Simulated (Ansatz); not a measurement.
# C2H5ClF2Si: one species, many methods

How much do the methods differ for C2H5ClF2Si? The plan is to run it at one geometry with functionals of several rungs and with coupled cluster. The yardstick is the atomisation energy at the CCSD(T) limit.

Program: Ansatz 0.2.0, Gaussian basis. Level of theory: functionals in def2-TZVPP, the program's frozen cores in correlated methods. These are calculated values, not measurements.

The runs, in order: PBE-D4, r2SCAN-D4, PBE0-D4, B3LYP-D4, ωB97X-V, ωB97M-V, B2PLYP; CCSD(T)/def2-TZVPP; MP2/def2-QZVPP; extrapolation to the limit.

### 1 The geometry

The geometry comes from an earlier relaxation with PBE0-D4 in a triple-zeta def2 set; it is a stationary point, not always the lowest conformer.

SMILES `C[Si@H](F)[C@@H](F)Cl`, 11 atoms, charge 0, spin multiplicity 1.

Atoms are counted from 1 here; the program's logs count them from 0.

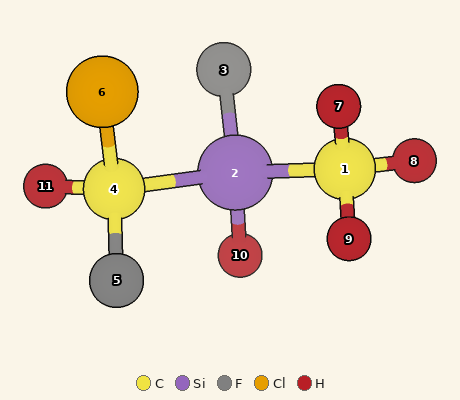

The structure; carbon yellow, silicon purple, fluorine grey, chlorine amber, hydrogen red; atoms are numbered from 1 in the order of the file.

As a file:

```
C     0.2560   -1.1874   -1.0065
Si   -0.5316   -0.3718    0.4477
F    -2.0982   -0.1566    0.2125
C     0.2100    1.3597    0.7333
F     1.5427    1.2273    1.0414
Cl    0.0426    2.3474   -0.7366
H     0.1000   -0.5993   -1.9128
H    -0.1566   -2.1869   -1.1603
H     1.3321   -1.2834   -0.8395
H    -0.3673   -1.1375    1.7076
H    -0.2643    1.9315    1.5337
```

### 2 PBE-D4 (GGA)

The input, in.yaml:

```yaml
crystal:
  periodic: [false, false, false]
  atoms:
    - {symbol: C, position_ang: [0.255999, -1.187415, -1.006470]}
    - {symbol: Si, position_ang: [-0.531575, -0.371839, 0.447750]}
    - {symbol: F, position_ang: [-2.098237, -0.156642, 0.212517]}
    - {symbol: C, position_ang: [0.209984, 1.359709, 0.733332]}
    - {symbol: F, position_ang: [1.542734, 1.227325, 1.041374]}
    - {symbol: Cl, position_ang: [0.042635, 2.347377, -0.736587]}
    - {symbol: H, position_ang: [0.100020, -0.599345, -1.912844]}
    - {symbol: H, position_ang: [-0.156571, -2.186883, -1.160314]}
    - {symbol: H, position_ang: [1.332086, -1.283424, -0.839475]}
    - {symbol: H, position_ang: [-0.367260, -1.137466, 1.707648]}
    - {symbol: H, position_ang: [-0.264314, 1.931504, 1.533672]}
basis:
  gaussian: {orbitals: def2-TZVPP}
hamiltonian: {xc: pbe, dispersion: d4}
output: {forces: true, orbitals: {seedname: orbitals}}
```

Run with:

```sh
ansatz run in.yaml --threads 4 --pin off --events-out ev --progress --plain --max-ram 10444MiB
```

The runs that follow: r2SCAN-D4 (meta-GGA); PBE0-D4 (hybrid); B3LYP-D4 (hybrid); ωB97X-V (range-separated); ωB97M-V (range-separated); B2PLYP (double hybrid); CCSD(T) in def2-TZVPP; MP2 in def2-QZVPP.

Q: Predict the results of all the runs planned. Wanted: atomisation energy, CCSD(T)/CBS; farthest; mean size of error, hybrid; mean size of error, range-separated; gap, smallest and largest; T1 diagnostic; triples share of the correlation energy.

**Answer**, as computed:

| quantity | value |
| --- | --- |
| atomisation energy, CCSD(T)/CBS | 4076.0 kJ/mol |
| functionals within 20.4 kJ/mol (0.5 %) | r2SCAN-D4, PBE0-D4, ωB97X-V, ωB97M-V |
| farthest | PBE-D4 (+75.2 kJ/mol) |
| mean size of error, hybrid | 14.4 kJ/mol |
| mean size of error, range-separated | 10.2 kJ/mol |
| gap, smallest and largest | 5.98 eV (PBE-D4), 12.96 eV (ωB97X-V) |
| T1 diagnostic | 0.0112 |
| triples share of the correlation energy | 3.5 % |

What this shows: PBE-D4 misses by +75.2 kJ/mol. Double hybrids carry the basis error of their MP2 part in triple zeta, and no dispersion term here, so their miss is partly the set-up's. The reference freezes the cores and leaves out relativity and excitations past (T), so misses under about 20.4 kJ/mol can't be ranked. Hartree-Fock recovers 73 % of the binding; the rest is correlation. Orbital gaps span 6.0 to 13.0 eV; exact exchange widens them.
